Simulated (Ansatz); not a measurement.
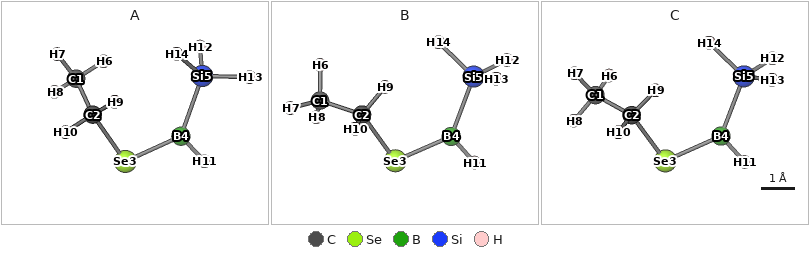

3 geometries from a converged minimum-energy path of C₂H₉BSeSi, shuffled. A ball-and-stick model, seen face on.

The calculation used RKS PBE-D4/def2-SVP (Ansatz). Settings: 9 movable images; climbing image; force threshold 0.05 eV/Å; iteration limit 60; starting path through a guess of the saddle point.

> Which frame is the transition state?

B. In order along the path, whose images run from 0 to 10: B (image 5, +4.07 kcal/mol), C (image 7, +0.77 kcal/mol), A (image 10, 0.00 kcal/mol). The motion is a rotation about the C1–C2 bond by about 120°. No bond forms or breaks between the ends. Bond angles that change up to the highest image, for instance: B4–Si5–H12 109.3° → 111.7°.
